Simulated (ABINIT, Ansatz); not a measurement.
# A GW chain in ABINIT: YVO4 (I4_1/amd), part 2 of 2

How does a plane-wave GW calculation on YVO4 (I4_1/amd) run from the first input to the gap?

ABINIT 10.8.3; LDA and many-body steps on it, plane waves. Known limits of the many-body steps: not at the basis limit; no spin polarisation; d states lean on the start; no spin-orbit coupling.

So far. Step 2 (Ground state): The gap is direct, at Γ. Step 3 (Empty states on the mesh, 4×4×4 mesh, 283 bands): On this mesh the gap is 2.875 eV.

### 4. Screening, 4×4×4 mesh, 259 bands, screening to 149.7 eV

The RPA dielectric matrix is built and inverted for each q.

This step: RPA screening on LDA, plane waves, norm-conserving pseudopotentials.

run.abi

```
acell 3*1.0 Angstrom
rprim 
  -3.559150000000 3.559150000000 3.144650000000
  3.559150000000 -3.559150000000 3.144650000000
  3.559150000000 3.559150000000 -3.144650000000
ntypat 3
znucl 39 23 8
natom 12
typat 1 1 2 2 3 3 3 3 3 3 3 3
xred 
  0.750000000000 0.250000000000 0.500000000000
  0.000000000000 0.000000000000 0.000000000000
  0.500000000000 0.500000000000 0.000000000000
  0.250000000000 0.750000000000 0.500000000000
  0.510000000000 0.325800000000 0.184200000000
  0.075800000000 0.391600000000 0.315800000000
  0.141600000000 0.325800000000 0.815800000000
  0.075800000000 0.760000000000 0.684200000000
  0.240000000000 0.924200000000 0.315800000000
  0.674200000000 0.490000000000 0.815800000000
  0.608400000000 0.924200000000 0.684200000000
  0.674200000000 0.858400000000 0.184200000000
pp_dirpath "pseudos"
pseudos "Y.upf, V.upf, O.upf"
ecut 38
ngkpt 4 4 4
nshiftk 1
shiftk 0 0 0
kptopt 1
chksymbreak 0
istwfk *1
occopt 1
irdwfk 1
optdriver 3
nband 259
ecuteps 5.5
inclvkb 2
awtr 1
symchi 1
indata_prefix "in"
outdata_prefix "out"
tmpdata_prefix "tmp"
```

On the command line:

```sh
OMP_NUM_THREADS=1 mpirun -n 8 abinit run.abi > log
```

Numbers of over 12 decimals in the logs are rounded to 6 here.

The log of the run:

```text
.Version 10.8.3 of ABINIT. v10.8.2 released Aug 2026.

 Symmetries : space group I4_1/a m d (#141); Bravais tI (body-center tetrag.)
[... echo of the input left out ...]
== DATASET  1 ==================================================================
-   mpi_nproc: 8, omp_nthreads: 1 (-1 if OMP is not activated)

--- !DatasetInfo
iteration_state: {dtset: 1, }
dimensions: {natom: 12, nkpt: 13, mband: 259, nsppol: 1, nspinor: 1, nspden: 1, mpw: 12062, }
cutoff_energies: {ecut:  38.0, pawecutdg:  -1.0, }
electrons: {nelect:   9.60000000E+01, charge:   0.00000000E+00, occopt:   1.00000000E+00, tsmear:   1.00000000E-02, }

 SCREENING: Calculation of the susceptibility and dielectric matrices

 Based on a program developped by R.W. Godby, V. Olevano, G. Onida, and L. Reining.
 Incorporated in ABINIT by V. Olevano, G.-M. Rignanese, and M. Torrent.
.Using double precision arithmetic ; gwpc =  8

[... cell and pseudopotentials left out ...]
--------------------------------------------------------------------------------

 ==== K-mesh for the wavefunctions ====
 Number of points in the irreducible wedge :    13
[... list of points left out ...]
 Together with 16 symmetry operations and time-reversal symmetry
 yields    64 points in the full Brillouin Zone.

 ==== Q-mesh for the screening function ====
 Number of points in the irreducible wedge :    13
[... list of points left out ...]
 Together with 16 symmetry operations and time-reversal symmetry
 yields    64 points in the full Brillouin Zone.

 setmesh: FFT mesh size selected  =    40x   40x   40
          total number of points  =        64000

 vcoul_init : cutoff-mode = AUXILIARY_FUNCTION
 q-points for optical limit:   1
     1)      0.000010    0.000020    0.000030

- screening: taking advantage of time-reversal symmetry
- Maximum band index for partially occupied states nbvw = 48
- Remaining bands to be divided among processors   nbcw = 211
- Number of bands treated by each node ~26

 Number of electrons calculated from density =   96.0000; Expected =   96.0000
 average of density, n =  0.089279
 r_s =    1.3880
 omega_plasma =   28.8224 [eV]

 calculating chi0 at frequencies [eV] :
  1    0.000000E+00    0.000000E+00
  2    0.000000E+00    2.882242E+01

--------------------------------------------------------------------------------
  q-point number  1        q = ( 0.000000, 0.000000, 0.000000) [r.l.u.]
--------------------------------------------------------------------------------
[... chi0 elements left out ...]
 For q-point:  0.000010 0.000020 0.000030
  dielectric constant =   4.0324
  dielectric constant without local fields =   4.9657

  Average fulfillment of the sum rule on Im[epsilon] for q-point    1 :     60.77  [%]
[... wings left out ...]
  q-point number  2        q = ( 0.250000, 0.000000, 0.000000) [r.l.u.]
--------------------------------------------------------------------------------
[... chi0 elements left out ...]
  Average fulfillment of the sum rule on Im[epsilon] for q-point    2 :     68.44  [%]

 [... 11 further q-points ...]
```

Run time: 21 min. Hardware: 8 MPI ranks of Arm Neoverse V2, shared host; peak memory 11 GiB.

Numbers from this step:

```yaml
eps_infinity_with_local_fields_on_this_mesh_along_the_program_s_q_direction: 4.032
the_same_without_local_fields: 4.966
plasma_frequency: 28.82 eV
plane_waves_in_the_screening_matrix: 671
```

Local fields lower ε∞ by 19 %.

### 5. Self-energy, 4×4×4 mesh, 259 bands, screening to 149.7 eV

The self-energy is evaluated for the states that the input lists, and the levels follow from it, in one-shot runs by the linearised quasiparticle equation.

This step: G0W0 on LDA, plane waves, norm-conserving pseudopotentials.

run.abi, as its differences from that of step 4:

```diff
@@ -33,8 +33,15 @@
 irdwfk 1
-optdriver 3
+optdriver 4
 nband 259
+gwcalctyp 0
+ecutsigx 38
+symsigma 1
+nkptgw 1
+kptgw 
+  0.0000000000 0.0000000000 0.0000000000
+bdgw 
+  46 50
 ecuteps 5.5
-inclvkb 2
-awtr 1
-symchi 1
+irdscr 1
+ppmodel 1
 indata_prefix "in"
```

The log of the run:

```text
.Version 10.8.3 of ABINIT. v10.8.2 released Aug 2026.

 Symmetries : space group I4_1/a m d (#141); Bravais tI (body-center tetrag.)
[... echo of the input left out ...]
== DATASET  1 ==================================================================
-   mpi_nproc: 8, omp_nthreads: 1 (-1 if OMP is not activated)

--- !DatasetInfo
iteration_state: {dtset: 1, }
dimensions: {natom: 12, nkpt: 13, mband: 259, nsppol: 1, nspinor: 1, nspden: 1, mpw: 12062, }
cutoff_energies: {ecut:  38.0, pawecutdg:  -1.0, }
electrons: {nelect:   9.60000000E+01, charge:   0.00000000E+00, occopt:   1.00000000E+00, tsmear:   1.00000000E-02, }

 SIGMA: Calculation of the GW corrections

 Based on a program developped by R.W. Godby, V. Olevano, G. Onida, and L. Reining.
 Incorporated in ABINIT by V. Olevano, G.-M. Rignanese, and M. Torrent.
.Using double precision arithmetic ; gwpc =  8

[... cell and pseudopotentials left out ...]
--------------------------------------------------------------------------------

 ==== K-mesh for the wavefunctions ====
 Number of points in the irreducible wedge :    13
[... list of points left out ...]
 Together with 16 symmetry operations and time-reversal symmetry
 yields    64 points in the full Brillouin Zone.

 ==== Q-mesh for screening function ====
 Number of points in the irreducible wedge :    13
[... list of points left out ...]
 Together with 16 symmetry operations and time-reversal symmetry
 yields    64 points in the full Brillouin Zone.

 vcoul_init : cutoff-mode = AUXILIARY_FUNCTION
 q-points for optical limit:   1
     1)      0.000010    0.000020    0.000030
 setmesh: FFT mesh size selected  =    60x   60x   60
          total number of points  =       216000

 Number of electrons calculated from density =   96.0000; Expected =   96.0000
 average of density, n =  0.089279
 r_s =    1.3880
 omega_plasma =   28.8224 [eV]

 === KS Band Gaps ===
  >>>> For spin  1
   Minimum direct gap =   2.8750 [eV], located at k-point      :   0.0000  0.0000  0.0000
   Fundamental gap    =   2.8750 [eV], Top of valence bands at :   0.0000  0.0000  0.0000
                                       Bottom of conduction at :   0.0000  0.0000  0.0000
 SIGMA fundamental parameters:
 PLASMON POLE MODEL  1
 number of plane-waves for SigmaX                12033
 number of plane-waves for SigmaC and W            671
 number of plane-waves for wavefunctions         12033
 number of bands                                   259
 number of independent spin polarizations            1
 number of spinorial components                      1
 number of k-points in IBZ                          13
 number of q-points in IBZ                          13
 number of symmetry operations                      16
 number of k-points in BZ                           64
 number of q-points in BZ                           64
 number of frequencies for dSigma/dE                 9
 frequency step for dSigma/dE [eV]                0.25
 number of omega for Sigma on real axis              0
 max omega for Sigma on real axis  [eV]           0.00
 zcut for avoiding poles [eV]                     0.10

 EPSILON^-1 parameters (SCR file):
 dimension of the eps^-1 matrix on file            671
 dimension of the eps^-1 matrix used               671
 number of plane-waves for wavefunctions         12033
 number of bands                                   259
 number of q-points in IBZ                          13
 number of frequencies                               2
 number of real frequencies                          1
 number of imag frequencies                          1

 matrix elements of self-energy operator (all in [eV])

 Perturbative Calculation

--- !SelfEnergy_ee
iteration_state: {dtset: 1, }
kpoint     : [   0.000,    0.000,    0.000, ]
spin       : 1
KS_gap     :    2.875
QP_gap     :    5.225
Delta_QP_KS:    2.350
data: !SigmaeeData |
     Band     E0 <VxcDFT>   SigX SigC(E0)      Z dSigC/dE  Sig(E)    E-E0       E
       46   2.703 -19.235 -24.331   4.570   0.772  -0.296 -19.641  -0.406   2.298
       47   2.703 -19.235 -24.331   4.570   0.772  -0.296 -19.641  -0.406   2.298
       48   3.108 -19.463 -24.612   4.632   0.769  -0.300 -19.861  -0.398   2.710
       49   5.983 -20.102 -13.084  -4.542   0.788  -0.268 -18.150   1.953   7.935
       50   6.715 -22.451 -14.739  -4.895   0.773  -0.293 -20.273   2.179   8.893

== END DATASET(S) ==============================================================
================================================================================

 -outvars: echo values of variables after computation  --------
           etotal      0.0000000000E+00
            nband         259
             nkpt          13
          spgroup         141
 [... the other variables as echoed above ...]

 Calculation completed.
```

The job ended after 43 s (8 MPI ranks; peak memory 7.8 GiB).

Numbers from this step:

- G0W0 gap on the points computed: 5.225 eV
- starting gap on the mesh: 2.875 eV
- k of the valence top: 0, 0, 0
- k of the conduction bottom: 0, 0, 0
- Z at the valence top: 0.769
- Z at the conduction bottom: 0.788
- least direct G0W0 gap on the computed points: 5.225 eV

The gap on the mesh goes from 2.87 eV to 5.22 eV, a correction of +2.35 eV.

Limits: finite bands, cutoff and mesh; no spin polarisation; d states lean on the start; no spin-orbit coupling. v1 is the top filled band, c1 the lowest empty one. The levels before and after the correction (eV, zero at the valence-band top of each column):

```tsv
	conduction bottom	valence top
Kohn-Sham	2.87	0.00
G0W0	5.22	0.00
```

```tsv
	level	energy (eV)
Kohn-Sham	Γ v3-v2	-0.405
Kohn-Sham	Γ v1	0.000
Kohn-Sham	Γ c1	2.875
Kohn-Sham	Γ c2	3.607
G0W0	Γ v3-v2	-0.412
G0W0	Γ v1	0.000
G0W0	Γ c1	5.225
G0W0	Γ c2	6.183
```

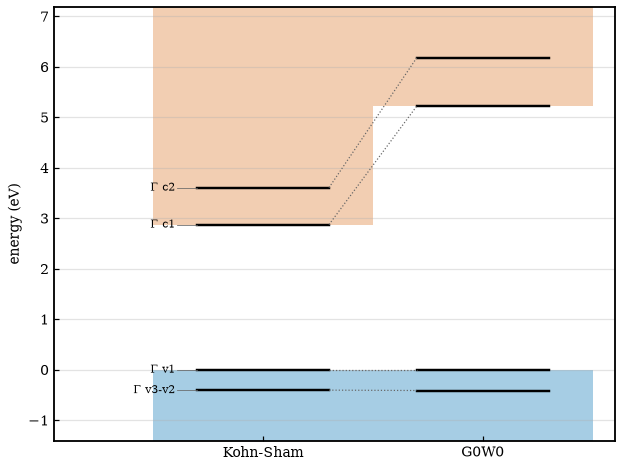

Levels before and after the correction. Shaded: valence and conduction bands.

### 6. Where the time went

Times are wall times on 8 MPI ranks of Arm Neoverse V2, shared host, good to a factor of about two.

```tsv
step	time	share	memory (GiB)
ground state	78 s	5 %	1.1
empty states on the mesh	6 min	21 %	1.4
screening	21 min	72 %	11
self-energy	43 s	2 %	7.8
```

### 7. What came out

| Property | Result |
| --- | --- |
| LDA gap | 2.87 eV, direct |
| G0W0 gap on the mesh | 5.22 eV |
| GW settings | 4×4×4 mesh, 259 bands, screening to 149.7 eV, Godby-Needs plasmon pole |
| known limits | not at the basis limit; no spin polarisation; d states lean on the start; no spin-orbit coupling |

G0W0 moves the gap on the mesh from 2.87 eV to 5.22 eV (+2.35 eV), with Z of 0.77 and 0.79 at the edges. Local fields lower the RPA ε∞ on this mesh from 4.97 to 4.03. Only 1 of the mesh's irreducible points was corrected, so a valley elsewhere could overtake. The dearest step here is «screening». Bands and cutoff are finite, so the gap is not at the basis limit. The miss can reach some tenths of an eV and take either sign; the mesh is an error of its own. In the G0W0 run levels were corrected at 1 k point alone, so a gap called «on the mesh» is the least over those, and an edge elsewhere would be missed. The runs have no spin polarisation. For a closed low-spin shell that is the natural state; where a d or f shell is open it is a constraint, and the gap is then not the crystal's own. With d states at the gap, one-shot GW leans hard on its start. The many-body steps are scalar-relativistic: spin-orbit coupling is not in them.

[Paths, hosts, dates, memory and timing lines, banners, echoed tables and standing remarks are left out of the program output.]

[Logs are printed without paths, hosts, clocks, repeated set-up lines and the standing remarks that a program may print on its own settings, such as how far it seeks lower states.]

[Runs of the session that timed out or met a known fault of the program may be left out.]

[Hosts, paths, dates, database ids (printed as entryN), source tags and the programs' standing remarks are cut or masked in the printed files.]

[G0W0 gaps are taken among the corrected bands and points alone; a level outside them can change the order at an edge.]

[Where Ansatz stands beside ABINIT at settings called matched, ABINIT's density can come from a denser mesh and the files from another edition; pairs whose starting gaps differed by over 0.03 eV were left out, so agreement reads better than it is.]
